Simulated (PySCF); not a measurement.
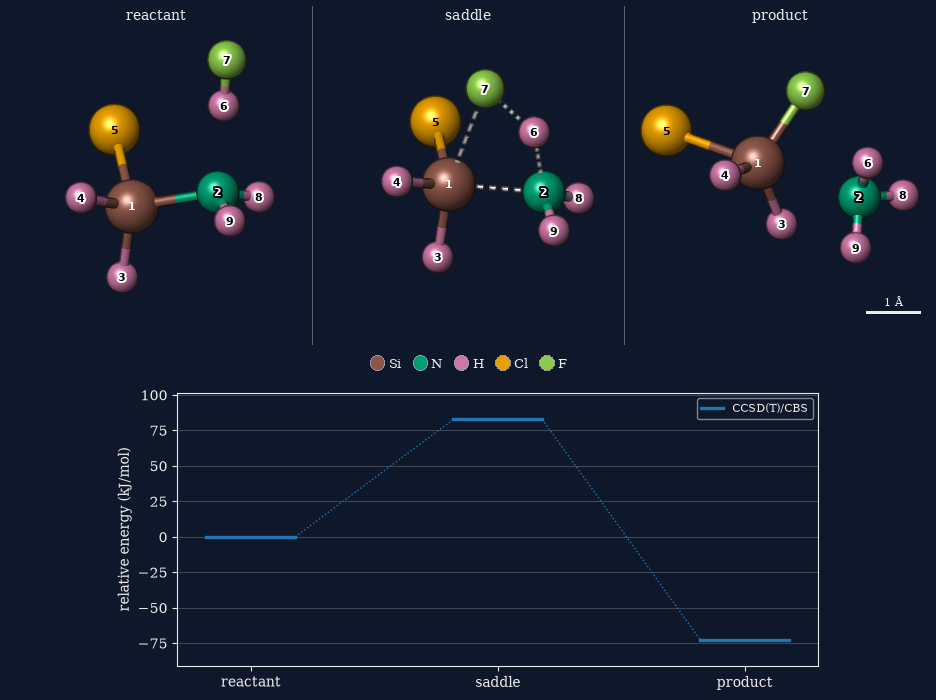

A reaction step of SiNH₅ClF, with its energy diagram. The picture is a ball-and-stick view, seen at a tilt. Dashed sticks mark bonds that form or break.

Stationary points at PBE0-D4/def2-TZVP, single-point energies with CCSD(T)/CBS (def2-TZVPP where no basis is named; PySCF 2.14.0). The energies are electronic, without zero-point or thermal terms, and both ends are the minima reached downhill from the saddle, with any fragments still in contact. CCSD(T)/CBS stands for a frozen-core estimate: MP2 correlation extrapolated from def2-TZVPP and def2-QZVPP, CCSD(T) minus MP2 from the smaller set.

> Describe the step and its energetics.

Counted by bonded pieces, the reactant holds HF + SiH₄NCl and the product holds NH₃ + SiH₂ClF. From the reactant over the saddle to the product, bonds form: Si1–F7 (3.65 → 2.14 → 1.61 Å), N2–H6 (1.73 → 1.20 → 1.01 Å). Bonds break: Si1–N2 (1.74 → 1.84 → 2.32 Å), H6–F7 (0.95 → 1.22 → 2.73 Å). The saddle has one imaginary mode, 714i cm⁻¹. With CCSD(T)/CBS the barrier is 82.8 kJ/mol from the reactant and 155.4 kJ/mol from the product, and the product lies 72.5 kJ/mol below the reactant.
